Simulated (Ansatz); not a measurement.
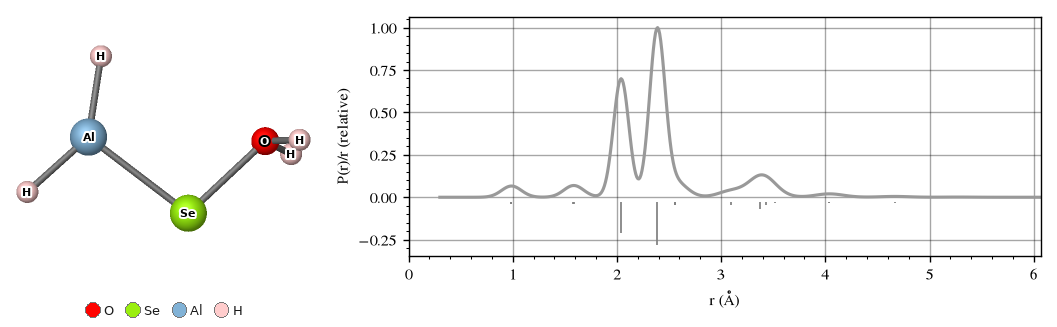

Simulated gas electron diffraction: radial distribution curve of AlH4OSe (charge +1, ignored in the scattering factors). Each pair of atoms contributes with weight ZᵢZⱼ/r (bars below the curve); damping constant 0.0015 Å²; vibrational amplitudes assumed, not computed: 0.05 Å for bonds, 0.078 Å for bonds to H, 0.06 + 0.015 r up to 0.15 Å for other pairs. The geometry is the end point of an optimisation (Ansatz 0.2.0, RKS PBE-D4/def2-SVP); it may be a saddle point or a higher isomer.

**Assign the first 5 clear peaks of the radial distribution curve (– bonded, ··· not bonded).**

Peak 1, 0.99 Å: O–H 0.99 Å (×2)
Peak 2, 1.59 Å: Al–H 1.58–1.59 Å (×2)
Peak 3, 2.04 Å: Se–O 2.04 Å
Peak 4, 2.39 Å: Se–Al 2.39 Å, Se···H 2.56 Å (×2), not resolved
Peak 5, 3.39 Å: Al···O 3.38 Å, Se···H 3.43 Å, not resolved; in its flanks Se···H 3.10 Å
